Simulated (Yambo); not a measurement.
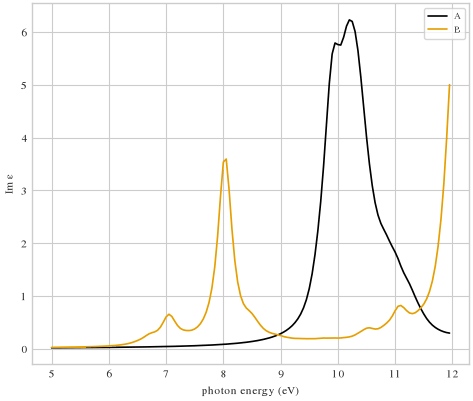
Two computed absorption spectra of LiNbF$_{6}$ (space group R-3, No. 148) (Yambo, LDA bands with the same scissor, field along x)

Axes are Cartesian, with cell vectors (Å) (2.56, 1.48, 4.56), (-2.56, 1.48, 4.56), (0.00, -2.95, 4.56).

Question: Which curve includes the electron-hole attraction (BSE), and where are its main peaks?

Answer: Curve B: the attraction moves weight to lower energy (centre of the plotted range 9.5 eV against 10.2 eV). Its peaks lie at 8.1 eV, 11.1 eV. Settings: 4×4×4 mesh, 18 valence and 7 conduction bands, static screening with 66 bands and a 3 Ry block, scissor 4.22 eV, Tamm-Dancoff. The scissor comes from a G0W0 run whose convergence isn't established. Broadening 0.15 eV. The band window holds all transitions up to 17.0 eV. Fine structure above the onset can come from the mesh.

Spin-orbit coupling is not included.

Geometry of the Materials Project entry, not relaxed at this level; primitive cell a = b = c = 5.430 Å, α = β = γ = 56.19°.

The structure is a Materials Project entry; no match was found in the copy of COD used, and its stability was not checked.
